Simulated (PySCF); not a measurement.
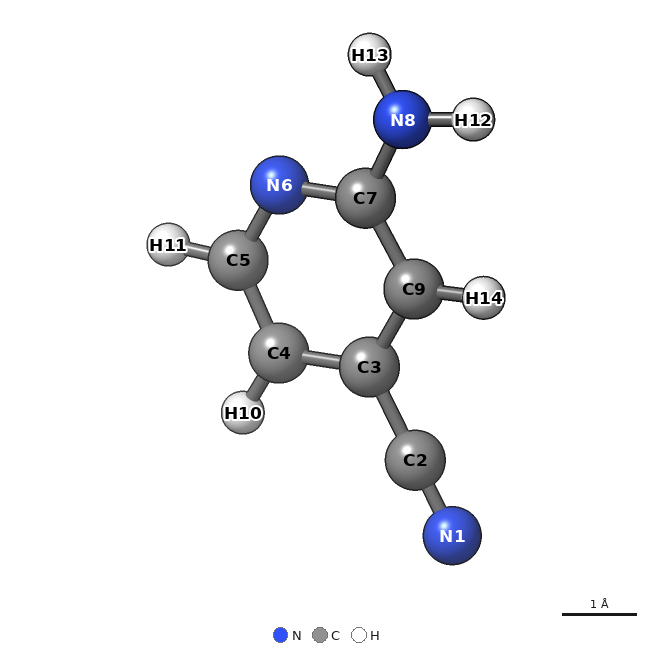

The view is orthographic, and the bar gives the scale. Computed geometry: GFN2-xTB optimisation. No frequency run is at hand to confirm it as a minimum.

Give an XYZ file in the frame of the picture: x to the right, y up, z towards the viewer, origin at the mean of the atomic positions.

```xyz
14
C6H5N3
N    1.34  -3.51  -0.27
C    0.84  -2.48  -0.25
C    0.21  -1.21  -0.22
C   -1.02  -1.02  -0.85
C   -1.58   0.25  -0.79
N   -1.01   1.27  -0.18
C    0.16   1.09   0.43
N    0.67   2.16   1.09
C    0.82  -0.15   0.43
H   -1.51  -1.83  -1.36
H   -2.53   0.46  -1.27
H    1.63   2.16   1.38
H    0.22   3.05   0.93
H    1.77  -0.26   0.93
```
